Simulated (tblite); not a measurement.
# Geometry relaxation, with input and output: CH$_{7}$BGeO$_{2}$

System: CH$_{7}$BGeO$_{2}$, SMILES [CH3][GeH2][B](O)O.
Method: GFN2-xTB geometry optimisation, gas phase (tblite 0.8.0).

It belongs to a series of runs on one base structure; here: H on Ge replaced by B(OH)2.

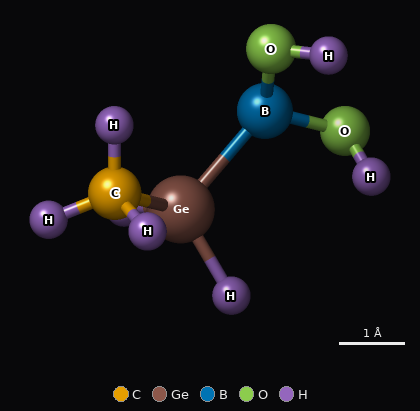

Fig. 1: The starting structure (ball-and-stick view, seen at a tilt). Sticks mark near contacts. Bond lengths as drawn: B–Ge 2.03 Å, B–O 1.46 to 1.48 Å, C–Ge 1.92 Å, C–H 1.10 to 1.12 Å, Ge–H 1.56 Å and H–O 0.99 to 1.00 Å.

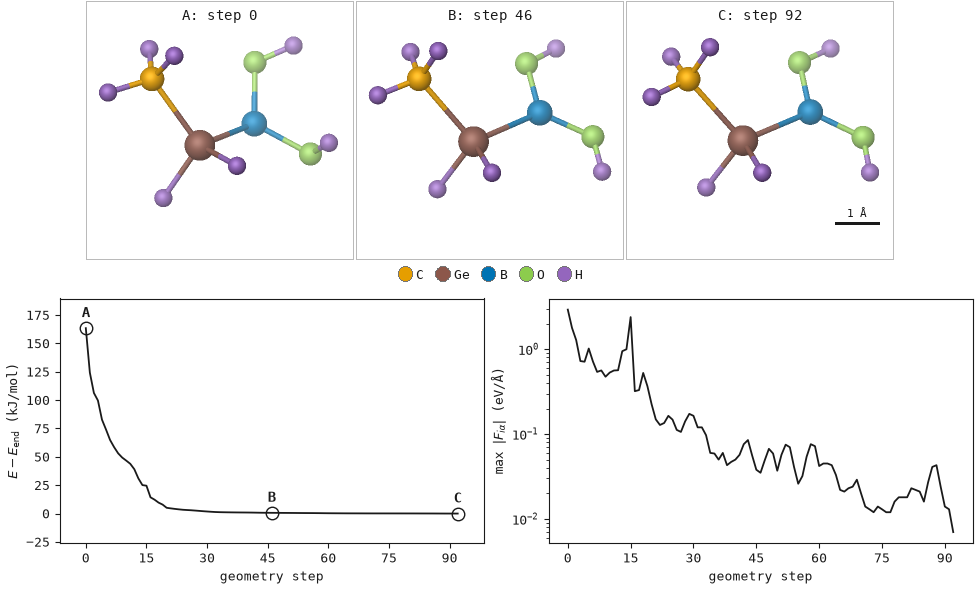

Fig. 2: Frames of the relaxation (ball-and-stick view, seen at a tilt) above the curves, on which the letters mark them (steps are counted from 0).

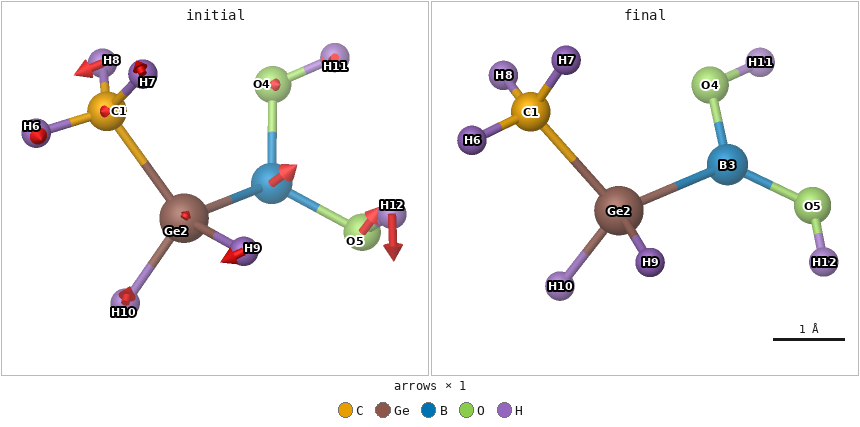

Fig. 3: Before (left) and after (right) the relaxation, at one scale (ball-and-stick view, seen at a tilt). The red arrows give the displacements, at true length. Over 92 geometry steps the energy falls by 163.5 kJ/mol. Largest force component: 2.9 eV/Å at the start, 0.007 eV/Å at the end. H12 moves most after the best rigid fit: 0.70 Å. Largest moves by element: H 0.70 Å, B 0.56 Å, O 0.52 Å, C 0.14 Å, Ge 0.13 Å. Among the contacts that change: B3–O4 1.480 → 1.343 Å, B3–O5 1.464 → 1.353 Å, C1–Ge2 1.924 → 1.971 Å, Ge2–H9 1.564 → 1.517 Å. Among the angles that change: B3–O5–H12 103.9° → 117.1°, Ge2–B3–O5 115.8° → 127.1°, B3–O4–H11 107.8° → 116.1°. (Atoms are counted from 1 in the order of the input.)

These pictures come from the run below.

**Input file**
```
{"job": {"kind": "relax", "xc": "GFN2-xTB", "basis": "xTB"}, "charge": 0, "multiplicity": 1}
C     -1.743800     0.391000    -0.562200
Ge    -0.562500    -0.524700     0.649700
B      1.297700    -0.583800    -0.163800
O      1.529900     0.159400    -1.422100
O      2.409900    -0.597200     0.788600
H     -2.787900    -0.001900    -0.493400
H     -1.773500     1.463100    -0.225100
H     -1.350100     0.352300    -1.591200
H     -0.487800     0.182300     2.042400
H     -0.981700    -2.004800     0.878200
H      2.148800     0.909500    -1.221500
H      2.302100     0.254000     1.294400
```

The first line tells a small driver script what to run in tblite; the rest is the geometry in Å.

Run as:
```bash
OMP_NUM_THREADS=1 python <driver script> task.json out
```

**What the program printed**
```
step      E/eV     max force
  0    -462.83162    3.060
  1    -463.23803    1.864
  2    -463.42374    1.604
  3    -463.49307    0.894
  4    -463.66777    1.009
  5    -463.75819    1.335
  6    -463.85329    0.843
  7    -463.91893    0.701
  8    -463.97539    0.618
  9    -464.01400    0.546
 10    -464.04191    0.603
 11    -464.07123    0.605
 12    -464.12054    0.586
 13    -464.20429    1.042
 14    -464.26561    1.120
 15    -464.27116    2.395
 16    -464.37727    0.365
 17    -464.39877    0.337
 18    -464.42584    0.528
 19    -464.44392    0.432
 20    -464.47310    0.227
 21    -464.47830    0.194
 22    -464.48300    0.185
 23    -464.48729    0.202
 24    -464.49102    0.181
 25    -464.49338    0.156
 26    -464.49540    0.128
 27    -464.49820    0.122
 28    -464.50115    0.176
 29    -464.50417    0.204
 30    -464.50683    0.185
 31    -464.50940    0.150
 32    -464.51158    0.137
 33    -464.51295    0.097
 34    -464.51374    0.071
 35    -464.51434    0.068
 36    -464.51488    0.071
 37    -464.51534    0.063
 38    -464.51568    0.048
 39    -464.51596    0.051
 40    -464.51627    0.054
 41    -464.51672    0.061
 42    -464.51734    0.077
 43    -464.51801    0.087
 44    -464.51850    0.060
 45    -464.51878    0.045
 46    -464.51899    0.040
 47    -464.51925    0.049
 48    -464.51955    0.067
 49    -464.51980    0.059
 50    -464.51999    0.040
 51    -464.52021    0.061
 52    -464.52050    0.081
 53    -464.52083    0.074
 54    -464.52108    0.044
 55    -464.52126    0.035
 56    -464.52143    0.040
 57    -464.52169    0.065
 58    -464.52207    0.084
 59    -464.52250    0.082
 60    -464.52285    0.059
 61    -464.52308    0.049
 62    -464.52328    0.047
 63    -464.52350    0.044
 64    -464.52370    0.043
 65    -464.52384    0.030
 66    -464.52392    0.026
 67    -464.52400    0.026
 68    -464.52411    0.036
 69    -464.52423    0.038
 70    -464.52433    0.024
 71    -464.52438    0.017
 72    -464.52441    0.015
 73    -464.52443    0.015
 74    -464.52445    0.015
 75    -464.52448    0.014
 76    -464.52451    0.015
 77    -464.52454    0.017
 78    -464.52458    0.019
 79    -464.52462    0.020
 80    -464.52466    0.020
 81    -464.52472    0.026
 82    -464.52482    0.030
 83    -464.52492    0.028
 84    -464.52500    0.027
 85    -464.52507    0.019
 86    -464.52516    0.033
 87    -464.52531    0.043
 88    -464.52550    0.045
 89    -464.52565    0.025
 90    -464.52571    0.014
 91    -464.52572    0.014
 92    -464.52574    0.007
```

**Trajectory as extended XYZ (Å, eV, eV/Å), 9 of the 93 frames kept, from step=0 to step=92**
```
12
Properties=species:S:1:pos:R:3:forces:R:3 step=0 energy=-462.83162
C    -1.7438    0.3910   -0.5622   -1.1830   1.0150   0.0090
Ge   -0.5625   -0.5247    0.6497    0.7880  -1.5460   0.2800
B     1.2977   -0.5838   -0.1638    1.9210   2.3000  -0.6170
O     1.5299    0.1594   -1.4221    0.0690  -0.2280   2.9250
O     2.4099   -0.5972    0.7886   -1.5670   1.5350  -0.6990
H    -2.7879   -0.0019   -0.4934    0.8540   0.4070  -0.3380
H    -1.7735    1.4631   -0.2251   -0.1020  -0.8270  -0.5500
H    -1.3501    0.3523   -1.5912   -0.3950  -0.0200   0.5280
H    -0.4878    0.1823    2.0424   -0.1360  -0.4230  -0.5630
H    -0.9817   -2.0048    0.8782   -0.2430   0.6940   0.2540
H     2.1488    0.9095   -1.2215   -0.4200  -1.4120  -0.6490
H     2.3021    0.2540    1.2944    0.4150  -1.4950  -0.5800
12
Properties=species:S:1:pos:R:3:forces:R:3 step=12 energy=-464.12054
C    -1.8137    0.3906   -0.5805    0.1850  -0.0940   0.3960
Ge   -0.5447   -0.6333    0.5749   -0.1250   0.2100   0.3490
B     1.3677   -0.2557   -0.0516    0.1670   0.4770  -0.1410
O     1.4400    0.3611   -1.2501    0.1250  -0.5470  -0.1670
O     2.5214   -0.3162    0.6754    0.0610   0.3650   0.1770
H    -2.8402    0.0195   -0.5099    0.3140   0.1350  -0.1880
H    -1.7887    1.4282   -0.2299   -0.0840  -0.2190  -0.2470
H    -1.4322    0.3494   -1.6041   -0.3290   0.0420   0.2090
H    -0.5880    0.0089    1.9809   -0.1590  -0.0600  -0.1890
H    -1.1564   -1.9867    0.9716    0.2860   0.2480  -0.2760
H     2.3263    0.5882   -1.5668   -0.3260   0.0080   0.1840
H     2.5096    0.0452    1.5641   -0.1160  -0.5650  -0.1050
12
Properties=species:S:1:pos:R:3:forces:R:3 step=23 energy=-464.48729
C    -1.8052    0.4029   -0.5393    0.0320  -0.0190   0.0240
Ge   -0.5017   -0.5129    0.6262   -0.1130   0.1220   0.1150
B     1.3907   -0.1331   -0.0168    0.0040   0.0370   0.0420
O     1.4442    0.1917   -1.3161   -0.0090   0.1120  -0.1350
O     2.5283   -0.0292    0.7035    0.0440  -0.1220   0.0960
H    -2.8092   -0.0069   -0.4666    0.0420   0.0480   0.0490
H    -1.8366    1.4598   -0.2778   -0.0510  -0.0600  -0.0820
H    -1.4749    0.3170   -1.5712   -0.0340   0.0360  -0.0080
H    -0.7397    0.0194    2.0314    0.0080  -0.0310  -0.0200
H    -0.9817   -1.9259    0.8166    0.0680  -0.0970  -0.0470
H     2.2904    0.5114   -1.6374    0.0220  -0.0820  -0.0280
H     2.4965   -0.2950    1.6214   -0.0150   0.0540  -0.0070
12
Properties=species:S:1:pos:R:3:forces:R:3 step=34 energy=-464.51374
C    -1.8221    0.4146   -0.5327   -0.0110  -0.0220   0.0040
Ge   -0.5014   -0.4447    0.6495    0.0500   0.0450  -0.0220
B     1.3915   -0.0713   -0.0016    0.0070   0.0000  -0.0070
O     1.4472    0.2331   -1.3085    0.0600   0.0120  -0.0200
O     2.5426   -0.0905    0.7092   -0.0310  -0.0100   0.0150
H    -2.8150   -0.0093   -0.4234   -0.0380   0.0400   0.0230
H    -1.8716    1.4811   -0.3251   -0.0340  -0.0220  -0.0100
H    -1.5094    0.2923   -1.5666   -0.0050  -0.0080   0.0100
H    -0.7890   -0.0048    2.0742   -0.0100  -0.0320  -0.0380
H    -0.8493   -1.9116    0.7348   -0.0200   0.0070   0.0070
H     2.3168    0.4194   -1.6718   -0.0200  -0.0140   0.0300
H     2.4609   -0.3089    1.6360    0.0520   0.0040   0.0090
12
Properties=species:S:1:pos:R:3:forces:R:3 step=46 energy=-464.51899
C    -1.8540    0.4174   -0.5288    0.0080  -0.0050  -0.0070
Ge   -0.5003   -0.4210    0.6353    0.0080  -0.0330  -0.0170
B     1.4071   -0.0598    0.0046    0.0070   0.0010  -0.0200
O     1.4853    0.2360   -1.3036   -0.0330   0.0110  -0.0200
O     2.5579   -0.1006    0.7126    0.0020   0.0030   0.0180
H    -2.8471    0.0024   -0.3853    0.0110  -0.0010   0.0350
H    -1.9030    1.4889   -0.3502    0.0070  -0.0090   0.0040
H    -1.5670    0.2675   -1.5661   -0.0130  -0.0010  -0.0180
H    -0.8079   -0.0227    2.0654    0.0110   0.0140  -0.0020
H    -0.8344   -1.8960    0.7028    0.0030   0.0340  -0.0130
H     2.3636    0.3991   -1.6548    0.0080  -0.0060   0.0190
H     2.5010   -0.3119    1.6422   -0.0190  -0.0070   0.0210
12
Properties=species:S:1:pos:R:3:forces:R:3 step=58 energy=-464.52207
C    -1.8722    0.4155   -0.5254   -0.0160  -0.0030  -0.0090
Ge   -0.4896   -0.4142    0.6066    0.0050   0.0230   0.0140
B     1.4216   -0.0520    0.0006    0.0120   0.0000  -0.0190
O     1.5253    0.2492   -1.3037   -0.0760  -0.0240  -0.0250
O     2.5574   -0.1061    0.7315    0.0100  -0.0020   0.0360
H    -2.8560    0.0103   -0.3093   -0.0210   0.0220   0.0040
H    -1.9036    1.4911   -0.3720    0.0040   0.0020   0.0060
H    -1.6518    0.2367   -1.5742    0.0130  -0.0140  -0.0060
H    -0.7931   -0.0161    2.0384    0.0100  -0.0120  -0.0020
H    -0.8249   -1.8851    0.6628    0.0030  -0.0220   0.0120
H     2.4114    0.3895   -1.6408    0.0690   0.0320  -0.0060
H     2.4767   -0.3195    1.6595   -0.0120  -0.0020  -0.0040
12
Properties=species:S:1:pos:R:3:forces:R:3 step=69 energy=-464.52423
C    -1.8922    0.4134   -0.5205    0.0110  -0.0030   0.0080
Ge   -0.4850   -0.4195    0.5802    0.0290   0.0200   0.0130
B     1.4307   -0.0553   -0.0185   -0.0020  -0.0020  -0.0080
O     1.5676    0.2507   -1.3192   -0.0120   0.0020   0.0200
O     2.5441   -0.1070    0.7485   -0.0100   0.0100  -0.0010
H    -2.8767    0.0434   -0.2521   -0.0200   0.0060  -0.0040
H    -1.8880    1.4931   -0.3954    0.0090   0.0040  -0.0010
H    -1.7175    0.1993   -1.5711   -0.0020  -0.0100  -0.0140
H    -0.7573   -0.0192    2.0183    0.0010  -0.0050   0.0010
H    -0.8158   -1.8909    0.6555   -0.0090  -0.0170  -0.0040
H     2.4630    0.4137   -1.6244    0.0040  -0.0040   0.0050
H     2.4283   -0.3224    1.6727   -0.0010   0.0000  -0.0150
12
Properties=species:S:1:pos:R:3:forces:R:3 step=80 energy=-464.52466
C    -1.8932    0.4116   -0.5186    0.0060   0.0040   0.0010
Ge   -0.4842   -0.4229    0.5786   -0.0040  -0.0090   0.0130
B     1.4284   -0.0517   -0.0202   -0.0040  -0.0040   0.0010
O     1.5698    0.2562   -1.3193    0.0010  -0.0010  -0.0050
O     2.5403   -0.0986    0.7491   -0.0060  -0.0040  -0.0070
H    -2.8829    0.0633   -0.2395   -0.0010  -0.0060   0.0070
H    -1.8705    1.4925   -0.4093    0.0090   0.0140  -0.0050
H    -1.7300    0.1795   -1.5674   -0.0020  -0.0050  -0.0140
H    -0.7505   -0.0259    2.0189   -0.0050  -0.0100  -0.0010
H    -0.8157   -1.8964    0.6476    0.0020   0.0100   0.0030
H     2.4690    0.4151   -1.6159   -0.0040   0.0100  -0.0100
H     2.4206   -0.3236    1.6700    0.0080   0.0030   0.0180
12
Properties=species:S:1:pos:R:3:forces:R:3 step=92 energy=-464.52574
C    -1.8796    0.4120   -0.5202   -0.0040   0.0010  -0.0030
Ge   -0.4862   -0.4400    0.5829   -0.0060  -0.0040   0.0010
B     1.4239   -0.0524   -0.0132    0.0000  -0.0010   0.0040
O     1.5534    0.2649   -1.3113   -0.0020   0.0020  -0.0050
O     2.5392   -0.0856    0.7516    0.0020   0.0000   0.0050
H    -2.8775    0.1257   -0.2017    0.0010   0.0030  -0.0010
H    -1.8015    1.4951   -0.4674    0.0030  -0.0020   0.0030
H    -1.7537    0.1205   -1.5597   -0.0030   0.0010  -0.0010
H    -0.7631   -0.0636    2.0265    0.0000   0.0030  -0.0040
H    -0.8280   -1.9112    0.6282    0.0070  -0.0010   0.0020
H     2.4460    0.4445   -1.6156   -0.0010   0.0000   0.0010
H     2.4284   -0.3106    1.6738    0.0030   0.0000  -0.0010
```

**Summary**

- outcome: converged
- total energy: −464.5257 eV
- hardware: 1 CPU thread, shared host
- wall time: 1.1 s
- peak memory: 0.18 GiB
